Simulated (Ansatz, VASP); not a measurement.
# CuI (Marshite) in two plane-wave programs, part 2 of 2

Aim: how closely do two programs agree when they are given the same cell, functional and k mesh? The cell is taken from a series of VASP runs on this material, whose earlier steps may have relaxed, scaled or displaced it; both programs get it as it stands. Other levels of theory on this material are compared in a session of their own. Valence electrons are named where the data sets of a main pair hold unlike numbers.

VASP 6.6.1 and Ansatz 0.2.0.

So far. Step 2 (VASP: band structure, LDA, spin-orbit coupling): The run ends at a pressure of -4.17 GPa.

**3. Ansatz: band structure, LDA, spin-orbit coupling**

Level of this step: Ansatz beside VASP: Kohn-Sham DFT, plane waves, LDA, spin-orbit coupling (Ansatz).

Ansatz runs on its fully relativistic PAW (standard-fr) files.

The same cell, functional (in two slightly different forms), mesh and smearing now go to Ansatz, which takes its cutoff from its data sets.

input.yaml

```yaml
crystal:
  lattice:
    - [0.0, 3.0315, 3.0315]
    - [3.0315, 0.0, 3.0315]
    - [3.0315, 3.0315, 0.0]
  atoms:
    - { symbol: I, position: [0.0, 0.0, 0.0] }
    - { symbol: Cu, position: [0.75, 0.75, 0.75] }
hamiltonian:
  xc: lda
  pseudopotentials: { kind: paw_fr }
magnetization:
  noncollinear: true
  spin_orbit: true
kpoints:
  mp_grid: { grid: [6, 6, 6] }
  band_path:
    path:
      - [0.0, 0.0, 0.0]
      - [0.16667, 0.0, 0.16667]
      - [0.33333, 0.0, 0.33333]
      - [0.5, 0.0, 0.5]
      - [0.5, 0.08333, 0.58333]
      - [0.5, 0.19444, 0.69444]
      - [0.5, 0.25, 0.75]
      - [0.45833, 0.29167, 0.75]
      - [0.40278, 0.34722, 0.75]
      - [0.375, 0.375, 0.75]
      - [0.20833, 0.20833, 0.41667]
      - [0.08333, 0.08333, 0.16667]
      - [0.0, 0.0, 0.0]
      - [0.22222, 0.22222, 0.22222]
      - [0.38889, 0.38889, 0.38889]
      - [0.51389, 0.47222, 0.51389]
      - [0.55556, 0.38889, 0.55556]
      - [0.61111, 0.27778, 0.61111]
      - [0.61111, 0.25, 0.63889]
      - [0.56944, 0.25, 0.68056]
      - [0.51389, 0.25, 0.73611]
      - [0.5, 0.27778, 0.72222]
      - [0.5, 0.38889, 0.61111]
      - [0.5, 0.47222, 0.52778]
      - [0.48611, 0.48611, 0.52778]
      - [0.43056, 0.43056, 0.63889]
      - [0.38889, 0.38889, 0.72222]
      - [0.59722, 0.19444, 0.59722]
      - [0.55556, 0.11111, 0.55556]
      - [0.5, 0.0, 0.5]
    npoints: 1
scf:
  occupations: { method: gaussian, width: 0.03 }
  n_extra_bands: 14
output:
  forces: true
  stress: true
  eigenvalues: true
```

The run is started by

```console
ansatz run input.yaml --threads 2 --pin off --max-ram 4608MiB --backend cpu --events-out ev --progress --plain --runs-dir out
```

Numbers of over 12 decimals in the logs are rounded to 6 here.

The program printed:

```text
scf.n_extra_bands = 14 over 36 filled bands (N_el = 36.0): the run solves 50 bands
Engine: ansatz 0.2.0, x86_64-unknown-linux-gnu
Pseudopotentials: kind: paw_fr
Pseudopotential: I, paw_fr, valence charge 17, recommended cutoff 420 eV (normal), I.paw.azcp#standard-fr
Pseudopotential: Cu, paw_fr, valence charge 19, recommended cutoff 420 eV (normal), Cu.paw.azcp#standard-fr
Functional definition: SPW92
  exchange = slater_x
  correlation = pw_c
non-collinear run that drives no moment, with spin-orbit: no starting moment large enough to seed its density (crystal.atoms[].spin), no starting occupations that ask for one, no magnetisation constraint and no magnetic field, so the semilocal B_xc is pinned to zero
Crystal: 2 atoms, lattice volume = 55.719 Å³
Basis set: ecut = 420 eV, 1067 PW (Γ)
Bands: 50, of which v1, the nominal top of the filled ones, is band 36 counted from 1 (35 counted from 0)
Symmetry: 24 space group operations + 24 with time reversal
Magnetic group: BNS 216.75 (UNI 1577), of the structure as read, at distance tolerance 3.8e-5 Å
k-points: 16 of 216 (time reversal used)
Projection manifold: j_resolved (fully-relativistic pseudo-atomic orbitals)
Non-local potential: I, projectors of the file, l = 0: 2, l = 1: 4, l = 2: 4, l = 3: 4
Non-local potential: Cu, projectors of the file, l = 0: 3, l = 1: 4, l = 2: 6, l = 3: 2
PAW form: soft (Blöchl's): semilocal exchange-correlation on the pseudo side does not see the compensation charge
PAW frozen core: I, regenerated for the run's functional, and the local potential with it (the file was generated under x = pbe(κ = 0.804, μ = 0.219515), c = pbe(β = 0.066725))
PAW frozen core: Cu, regenerated for the run's functional, and the local potential with it (the file was generated under x = pbe(κ = 0.804, μ = 0.219515), c = pbe(β = 0.066725))
PAW one-centre angular grid: I, 590 points (default); XC on 64 Gauss nodes
PAW one-centre angular grid: Cu, 590 points (default); XC on 64 Gauss nodes
Initial density: superposition of atomic densities (chi_scale 0.1, normalization cell, long waves kept (reshape's long-wave potential 0.00 eV rms))
Initial wavefunctions: pseudopotential atomic-orbital guess
Functional: x = slater, c = lda
SCF iter   1: F=—  HF=-13915.906793 eV  |F-HF|=—  |Δ(HF+E_count)|=         —  Δρ=6.91e-2  dr2=3.09e0  dr2_m=0.00e0 (ungated)  ethr=3.10e-3  |M|=0.00e0 ∫|m|=0.00e0 μB  |m|>n=0.0e0 m-floor=0.0e0 τ_xc=0.0e0  β_m=0.30  ⟨swp⟩=9.6  Hψ=4504  notcnv=0  defer=29
preconditioner: auto → none  [insulator: Δε(μ)=1.019 eV  Ē_g=12.161 eV  σ=0.030 eV  W_gap=1.00  n_scr=14 (ndim 8)  ℏωp=21.1 eV  f_vac=0.154  D(μ)=0.00/eV (n_scr^D=0)  ε∞_Penn≈4.0]
SCF iter   2: F=—  HF=-13915.082133 eV  |F-HF|=—  |Δ(HF+E_count)|=   8.25e-1  Δρ=3.89e-2  dr2=4.35e-1  dr2_m=0.00e0 (ungated)  ethr=3.10e-3  |M|=0.00e0 ∫|m|=0.00e0 μB  |m|>n=0.0e0 m-floor=0.0e0 τ_xc=0.0e0  β_m=0.28  ⟨swp⟩=3.9  Hψ=1714  notcnv=0  defer=126
SCF iter   3: F=—  HF=-13914.970247 eV  |F-HF|=—  |Δ(HF+E_count)|=   1.12e-1  Δρ=1.05e-2  dr2=9.05e-2  dr2_m=0.00e0 (ungated)  ethr=1.21e-3  |M|=0.00e0 ∫|m|=0.00e0 μB  |m|>n=0.0e0 m-floor=0.0e0 τ_xc=0.0e0  β_m=0.35  ⟨swp⟩=2.0  Hψ=1238  notcnv=0  defer=126
SCF iter   4: F=—  HF=-13914.962393 eV  |F-HF|=—  |Δ(HF+E_count)|=   7.85e-3  Δρ=8.15e-3  dr2=1.80e-2  dr2_m=0.00e0 (ungated)  ethr=2.51e-4  |M|=0.00e0 ∫|m|=0.00e0 μB  |m|>n=0.0e0 m-floor=0.0e0 τ_xc=0.0e0  β_m=0.65  ⟨swp⟩=3.0  Hψ=1152  notcnv=0  defer=126
SCF iter   5: F=—  HF=-13914.974447 eV  |F-HF|=—  |Δ(HF+E_count)|=   1.21e-2  Δρ=1.47e-3  dr2=8.79e-4  dr2_m=0.00e0 (ungated)  ethr=5.00e-5  |M|=0.00e0 ∫|m|=0.00e0 μB  |m|>n=0.0e0 m-floor=0.0e0 τ_xc=0.0e0  β_m=0.63  ⟨swp⟩=2.0  Hψ=1314  notcnv=0  defer=126
SCF iter   6: F=—  HF=-13914.974476 eV  |F-HF|=—  |Δ(HF+E_count)|=   2.87e-5  Δρ=9.83e-4  dr2=5.04e-4  dr2_m=0.00e0 (ungated)  ethr=2.44e-6  |M|=0.00e0 ∫|m|=0.00e0 μB  |m|>n=0.0e0 m-floor=0.0e0 τ_xc=0.0e0  β_m=0.78  ⟨swp⟩=2.0  Hψ=1310  notcnv=0  defer=126
SCF iter   7: F=—  HF=-13914.974368 eV  |F-HF|=—  |Δ(HF+E_count)|=   1.08e-4  Δρ=5.93e-5  dr2=8.84e-7  dr2_m=0.00e0 (ungated)  ethr=1.40e-6  |M|=0.00e0 ∫|m|=0.00e0 μB  |m|>n=0.0e0 m-floor=0.0e0 τ_xc=0.0e0  β_m=0.79  ⟨swp⟩=2.0  Hψ=840  notcnv=0  defer=126
SCF iter   8: F=—  HF=-13914.974366 eV  |F-HF|=—  |Δ(HF+E_count)|=   1.43e-6  Δρ=4.63e-5  dr2=9.60e-7  dr2_m=0.00e0 (ungated)  ethr=2.78e-10  |M|=0.00e0 ∫|m|=0.00e0 μB  |m|>n=0.0e0 m-floor=0.0e0 τ_xc=0.0e0  β_m=0.69  ⟨swp⟩=14.4  Hψ=4738  notcnv=0
SCF iter   9: F=-13914.974366 eV  HF=-13914.974366 eV  |F-HF|=5.79e-9  |Δ(HF+E_count)|=   2.01e-7  Δρ=3.75e-6  dr2=7.05e-9  dr2_m=0.00e0 (ungated)  ethr=2.78e-10  |M|=0.00e0 ∫|m|=0.00e0 μB  |m|>n=0.0e0 m-floor=0.0e0 τ_xc=0.0e0  ⟨swp⟩=4.4  Hψ=2953  notcnv=0
SCF 1 converged in 9 iterations: F = -13914.974366 eV  dr2 = 7.05e-9
  greatest PAW one-centre occupation: 1.000 electrons in one spin orbital (limit 2), on the Cu atom at site 1 (counted from 0), in its partial waves of l = 0
NSCF: frozen V_eff on 30 k-points
SCF converged after 9 iterations
Magnetization: |M| = 0.0000 μB,  M = (+0.0000, +0.0000, +0.0000) μB
Absolute magnetization: 0.0000 μB (∫|m|)
  site 0: m = (+0.0000, +0.0000, +0.0000) μB, |m| = 0.0000 μB  (R = 1.08 Å)
  site 1: m = (+0.0000, +0.0000, +0.0000) μB, |m| = 0.0000 μB  (R = 1.08 Å)
Free energy (F): -13914.974366 eV
Harris-Foulkes:  -13914.974366 eV  (|F-HF|=5.79e-9)
Internal energy: -13914.974366 eV  (E = F + TS)
E sigma→0 (E₀):  -13914.974366 eV
Fermi energy:    8.333080 eV
--- Per-component energies (eV) ---
  E_band       = -876.204854
  E_kinetic    = 491.094101
  E_local      = -7631.061281  (includes V_loc(G=0)·N_el)
  E_nonlocal   = 322.508834
  E_hartree    = 3538.693751
  E_xc         = -214.165962
  E_vxc        = -241.274658  (∫ρ·V_xc dr)
  E_paw        = -6269.153151  (= ΣΔE_a)
  E_vpaw       = -894.864050  (= ΣTr[D̂ρ^β])
  E_aug_tail   = 0.000298  (compensation charges beyond the density's cutoff)
  E_ewald      = -4154.131452
  E_core_change = 1.240498  (= ΣΔE_core)
  E_smearing   = -0.000000  (= −TS)
  E_closure    = 0.000000  (closes the sum)
  Σ components = -13914.974366   (vs F -13914.974366, Δ=0.00e0)
--- Forces (eV/Å), atoms counted from 1 ---
  atom   1  I     -0.00000000     0.00000000     0.00000000
  atom   2  Cu     0.00000000     0.00000000     0.00000000
  max |Σ_I F_I| component: 1.94e-17 eV/Å
--- Stress (GPa, compression-positive) ---
       -4.327610      -0.000000      -0.000000
        0.000000      -4.327610       0.000000
       -0.000000       0.000000      -4.327610
  P = ⅓ Tr σ = -4.3276 GPa (-43.276 kbar)
--- Band table (eV; the first three rows and the last of 16) ---
  k-point 0: bands = [... 32 lower, 7.9480, 7.9480, 7.9480, 7.9480, 8.7173, 8.7173, 12.5912, 12.5912, ... 10 higher]
  k-point 1: bands = [... 32 lower, 7.4595, 7.4595, 7.7006, 7.7510, 9.7049, 9.7049, 12.5878, 12.5878, ... 10 higher]
  k-point 2: bands = [... 32 lower, 7.1366, 7.1366, 7.2994, 7.3609, 9.8971, 9.8971, 13.2214, 13.2214, ... 10 higher]
  k-point 15: bands = [... 32 lower, 6.1445, 6.1636, 6.4181, 6.5019, 11.4196, 11.5576, 11.6286, 11.7422, ... 10 higher]
```

Run time: 6.1 s. Hardware: 2 threads of Intel Xeon 6975P-C (Granite Rapids), shared host; peak memory 0.58 GiB.

The column dr2 measures how far the density is from self-consistency, as an energy; F and HF (Harris–Foulkes) agree once it is small.

**4. Differences**

Known differences besides the potentials themselves: spin-orbit coupling enters by fully relativistic files in Ansatz and inside the spheres in VASP; the two LDA forms differ slightly; the data sets hold 36 valence electrons in Ansatz (on its fully relativistic PAW (standard-fr) files) and 18 in VASP; the cutoff is 420 eV in Ansatz and 350 eV in VASP; VASP's log shows a relativistic correction to its local exchange, Ansatz's none. Total energies have different zeros and are not compared.

The two programs side by side:

```tsv
quantity	Ansatz	VASP	difference
pressure (GPa)	-4.33	-4.17	-0.15
gap over the path points (eV)	0.769	0.821	-0.051
```

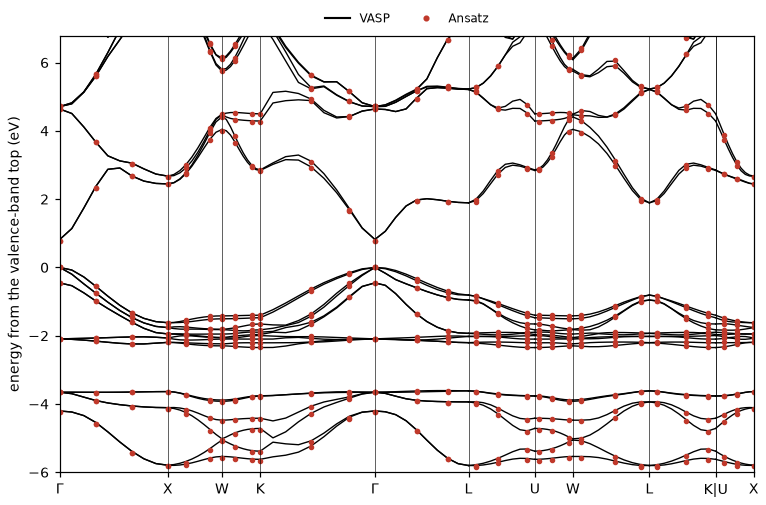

Bands from VASP (lines) and levels from Ansatz (dots). Dots without a line are higher empty bands that the VASP plot leaves out.

Levels at points of the path, from each program's valence-band top (eV; 8 filled, then empty):

```tsv
k (reciprocal lattice)	Ansatz	VASP
0.000 0.000 0.000	-2.08 -2.08 -0.47 -0.47 0.00 0.00 0.00 0.00 0.77 0.77 4.64 4.64 4.73 4.73	-2.09 -2.09 -0.45 -0.45 0.00 0.00 0.00 0.00 0.82 0.82 4.64 4.64 4.71 4.71
0.167 0.000 0.167	-2.06 -2.06 -0.99 -0.99 -0.76 -0.76 -0.55 -0.55 2.33 2.33 3.67 3.67 5.62 5.62	-2.07 -2.07 -0.98 -0.98 -0.75 -0.75 -0.55 -0.55 2.37 2.37 3.67 3.67 5.60 5.60
0.333 0.000 0.333	-2.03 -2.03 -1.60 -1.60 -1.47 -1.47 -1.33 -1.33 2.67 2.67 3.04 3.04 7.17 7.17	-2.04 -2.04 -1.61 -1.61 -1.47 -1.47 -1.33 -1.33 2.68 2.68 3.06 3.06 7.18 7.18
0.500 0.000 0.500	-2.06 -2.06 -1.94 -1.94 -1.76 -1.76 -1.61 -1.61 2.44 2.44 2.66 2.66 8.66 8.66	-2.07 -2.07 -1.95 -1.95 -1.76 -1.76 -1.62 -1.62 2.45 2.45 2.67 2.67 8.71 8.71
0.500 0.083 0.583	-2.12 -1.99 -1.97 -1.94 -1.80 -1.74 -1.59 -1.54 2.74 2.76 2.90 3.00 7.94 8.13	-2.13 -2.00 -1.97 -1.95 -1.81 -1.75 -1.60 -1.55 2.75 2.77 2.92 3.01 7.95 8.15
0.500 0.194 0.694	-2.10 -2.04 -2.03 -1.94 -1.81 -1.79 -1.51 -1.43 3.73 3.95 4.02 4.10 6.32 6.35	-2.11 -2.05 -2.04 -1.95 -1.82 -1.80 -1.52 -1.43 3.76 3.96 4.03 4.11 6.32 6.36
0.500 0.250 0.750	-2.09 -2.05 -2.05 -1.94 -1.81 -1.80 -1.50 -1.41 4.00 4.40 4.46 4.49 5.74 5.79	-2.10 -2.06 -2.05 -1.95 -1.82 -1.81 -1.50 -1.42 4.04 4.41 4.47 4.49 5.75 5.80
0.458 0.292 0.750	-2.09 -2.06 -2.00 -1.93 -1.84 -1.76 -1.49 -1.41 3.66 3.85 4.32 4.53 6.05 6.14	-2.10 -2.06 -2.01 -1.93 -1.84 -1.77 -1.50 -1.41 3.68 3.86 4.34 4.54 6.05 6.15
0.403 0.347 0.750	-2.09 -2.00 -1.97 -1.89 -1.84 -1.67 -1.48 -1.40 2.93 2.99 4.27 4.50 6.95 7.13	-2.10 -2.00 -1.97 -1.89 -1.84 -1.67 -1.48 -1.40 2.95 3.00 4.30 4.51 6.95 7.12
0.375 0.375 0.750	-2.09 -1.99 -1.96 -1.89 -1.82 -1.65 -1.47 -1.40 2.83 2.85 4.26 4.50 7.22 7.23	-2.10 -2.00 -1.96 -1.90 -1.83 -1.66 -1.47 -1.40 2.84 2.86 4.29 4.50 7.21 7.22
```

Among the levels compared at these points, filled levels agree within 14 meV and empty ones within 54 meV. Ansatz's pressure holds a Pulay correction of 0.05 GPa; VASP's holds none.

**5. What came out**

```
largest difference of a filled level at the path points (band structure, LDA, spin-orbit coupling) : 14 meV
difference in gap over the path points (band structure, LDA, spin-orbit coupling)                  : -0.051 eV
```

In words: The difference in gap over the path points is -0.051 eV (band structure, LDA, spin-orbit coupling), within the 0.08 eV picked in this series as the mark of a large difference. The data sets hold unlike numbers of valence electrons (36 in Ansatz and 18 in VASP), so part of the differences comes from the potentials. 5 further runs of this series are not shown here. Such differences can come from data sets, numerical settings and the points named under the comparisons, not from the functional's error against experiment.

[Lines on the potential files, build, host, timing and source positions are cut from VASP's logs without a mark.]

[Logs are printed without paths, hosts, clocks, repeated set-up lines and the standing remarks that a program may print on its own settings, such as how far it seeks lower states.]

[Hosts, paths, dates, database ids (printed as entryN), source tags and the programs' standing remarks are cut or masked in the printed files.]
